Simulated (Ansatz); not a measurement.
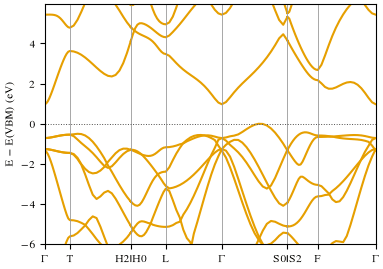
Figure: Band structure from PBE in the plane-wave PAW code Ansatz

Q: Read off the gap and where the band edges lie.

A: About 1.0 eV (0.97 eV by a search for the band edges); maximum on the Γ–S0 line, 58 % of the way from Γ, minimum at Γ.

The material is CdSiN₂ in space group R-3m (No. 166; Cd on 3a, Si on 3b, N on 6c).

The start of the workflow was typed in or built on a structure type; neither database checked (COD, Materials Project) lists it. Whether it is the stable phase at ambient conditions was not checked. Symmetry was held in the PBE relaxation; its stability against distortions is not shown here. Scalar-relativistic: spin–orbit coupling is off unless named, which matters more the heavier the elements.

Potentials: the earlier of the program's two PAW sets.
